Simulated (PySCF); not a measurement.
Consider C6H5FSi (SMILES C#CC1=C(F)[SiH2]C=C1).

The calculation's input:

```
{"job": {"kind": "nmr", "xc": "PBE0", "basis": "pcSseg-1"}, "charge": 0, "multiplicity": 1}
C      3.217586     0.167895     0.444912
C      2.028839     0.118518     0.276432
C      0.635595     0.062050     0.078658
C     -0.144951     1.084488    -0.331315
F      0.349314     2.308049    -0.603552
Si    -1.963777     0.561248    -0.462066
C     -1.424812    -1.152448     0.107979
C     -0.104640    -1.181032     0.318462
H      4.255217     0.214945     0.591094
H     -2.448615     0.612648    -1.839152
H     -2.808597     1.276548     0.491165
H     -2.041656    -2.022388     0.260084
H      0.446109    -2.050034     0.649570
```

Launched as:

```sh
OMP_NUM_THREADS=1 python probes_run.py task.json out
```

Geometry: GFN2-xTB.

The calculation used PBE0/pcSseg-1, SCF density, gas phase, non-relativistic (PySCF 2.14.0).

**Predict the electron density and electron localisation function between the atoms.**

C–C (1.20 Å): the density is about 2.7 e/Å³ at the midpoint; the ELF peaks at about 0.85 between the atoms; a short, multiple covalent bond.
C–F (1.35 Å): the density is about 2.2 e/Å³ at the midpoint, with its minimum of 1.7 e/Å³ about 0.5 Å from C; the ELF peaks at about 0.85 between the atoms, as expected for a shared but strongly polarised pair.
C–Si (1.88 Å): the density is about 0.93 e/Å³ at the midpoint; the ELF peaks at about 0.95 between the atoms: a covalent bond.
C–H (1.05 Å): the density is about 2.2 e/Å³ at the midpoint; the ELF climbs to about 1 towards the hydrogen, as it does in any bond to H (a covalent bond by its length).

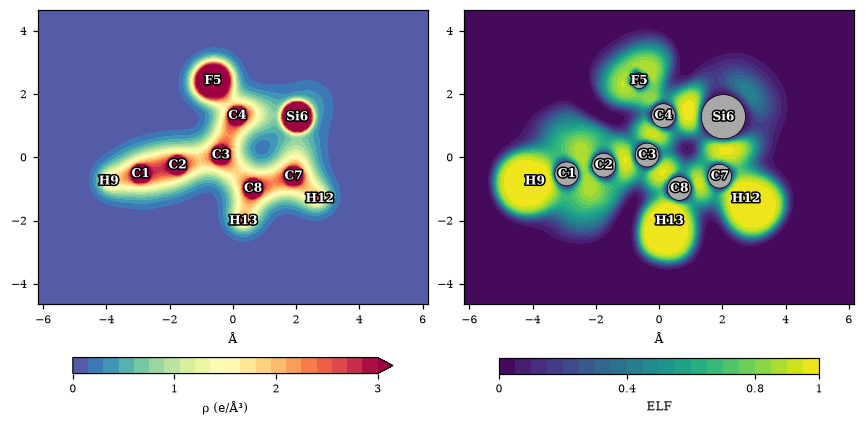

Computed electron density and electron localisation function on the plane of atoms C8, C7 and H12, in this order. Grey discs cover the atomic cores in the ELF map. 
